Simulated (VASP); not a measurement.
Band structure of WSi (relaxed from the NiAs type structure, space group P6_3/mmc). Method: PBE GGA, VASP's PBE PAW potentials (set 64) (plane waves; VASP).

Unless said otherwise, spin-orbit coupling is left out, though it shifts the bands of the heavy elements here.

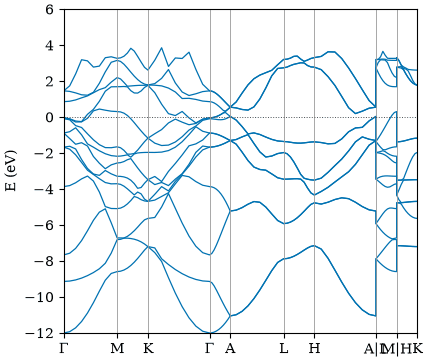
Figure: Bands along high-symmetry lines, zero at the valence-band maximum or, without a gap, the Fermi level

Task: Read the plot: is there a gap, and where are the band edges?

Result: It has no gap at this level: it comes out as a metal or semimetal. (Edges off the drawn lines would not show.)

The structure was generated: WSi was put into the NiAs type type (P6_3/mmc), which need not be its known phase. It was relaxed first, which changed the volume by -39 %.
